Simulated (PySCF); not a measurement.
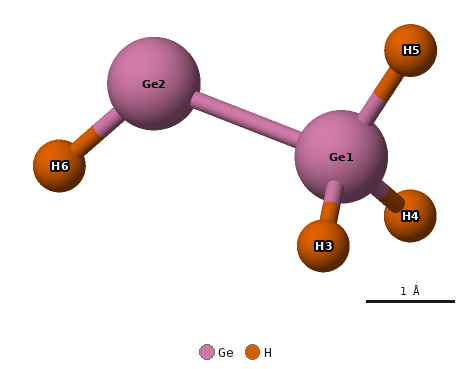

Figure 1. The structure as given in the input (ball-and-stick view, seen at a tilt; atoms are numbered from 1 in the order of the input). Sticks mark near contacts. Bond lengths as drawn: Ge–Ge 2.42 Å and Ge–H 1.53 to 1.55 Å.

## Run report: Ge$_{2}$H$_{4}$, frequency calculation

The run: frequency calculation of Ge$_{2}$H$_{4}$, multiplicity 3. Method and program: UKS-based PBE0, Ge def2-TZVP, H def2-TZVP; non-relativistic Hamiltonian; density fitting (PySCF 2.14.0).

### The program's output
```
init E= -4155.80744752845
  alpha nocc = 35  HOMO = -0.201507788332735  LUMO = 0.0144762291659566
  beta  nocc = 33  HOMO = -0.315027923632466  LUMO = -0.123562398170004
  HOMO = -0.201507788333  LUMO = -0.12356239817  gap/eV = 2.12100
cycle= 1 E= -4155.80744752844  delta_E= 9.09e-12  |g|= 7.54e-07  |ddm|= 1.99e-06
  alpha nocc = 35  HOMO = -0.201507661163574  LUMO = 0.014476189411603
  beta  nocc = 33  HOMO = -0.315027897234646  LUMO = -0.123562298586574
  HOMO = -0.201507661164  LUMO = -0.123562298587  gap/eV = 2.12100
Extra cycle  E= -4155.80744752845  delta_E= -2.73e-12  |g|= 1.03e-06  |ddm|= 1.71e-06
converged SCF energy = -4155.80744752845  <S^2> = 2.0040629  2S+1 = 3.0027074
```

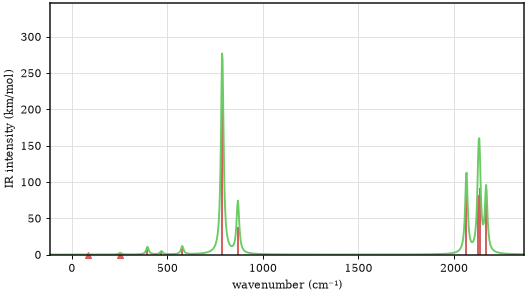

Figure 2. Harmonic infrared spectrum, unscaled: sticks (degenerate modes added up, dark ones marked on the axis) with a Lorentzian envelope of 16 cm⁻¹ full width, scaled to the tallest stick. 12 modes from 85 to 2168 cm⁻¹, none imaginary. The strongest line is at 787 cm⁻¹ (277 km/mol). All modes, in cm⁻¹ (km/mol): 85 (0.0), 252 (2.2), 396 (10.4), 469 (4.4), 578 (11.2), 787 (277), 867 (35), 870 (38), 2065 (110), 2128 (82), 2134 (92), 2168 (86).

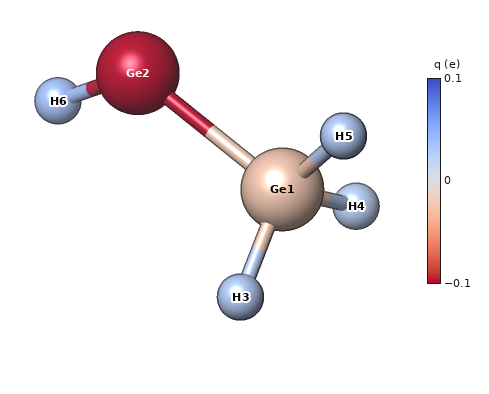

Figure 3. Mulliken charges, as the colour of each atom (ball-and-stick view, seen at a tilt; atoms are numbered from 1 in the order of the input). By element: Ge −0.10 to −0.02 and H +0.03 to +0.04 e.

The run was set up as follows.

### Input file
```python
from pyscf import gto, scf, dft
mol = gto.M(atom='''
Ge     1.048571    -0.000000     0.564185
Ge    -1.077365     0.000000    -0.598386
H      1.186829     1.255529     1.444698
H      1.186829    -1.255529     1.444698
H      2.147475     0.000000    -0.507013
H     -2.429927    -0.000000     0.157902''',
    basis={'Ge': 'def2-TZVP', 'H': 'def2-TZVP'},
    charge=0, spin=2)
mf = dft.UKS(mol, xc='PBE0')
mf.grids.atom_grid = (75, 302)
aux = {'Ge': 'def2-universal-JKFIT', 'H': 'def2-universal-JKFIT'}
mf = mf.density_fit(auxbasis=aux)
mf.conv_tol = 1e-09
mf.diis_space = 10
mf.max_cycle = 60
mf.verbose = 4
mf.kernel()
```

The script is an equivalent of the set-up of the self-consistent field. The run itself was carried out by a driver, which started from the orbitals of the step before it where there was one and computed the further properties.

Command:
```bash
OMP_NUM_THREADS=4 python axn.py task.json out
```

### Results in brief

| quantity | value |
| --- | --- |
| outcome | converged |
| total energy | −4155.807448 hartree |
| ⟨S²⟩ | 2.004 |
| zero-point energy | 0.029160 hartree |
| dipole moment | 0.46 D |
| wavenumbers, lowest and highest | 85 and 2168 cm⁻¹ |
| hardware | 4 threads of Arm Neoverse V2, 24 GiB of memory available, shared host |
| wall time | 1.8 min (CPU time 5.4 min) |
| peak memory | 1.7 GiB |
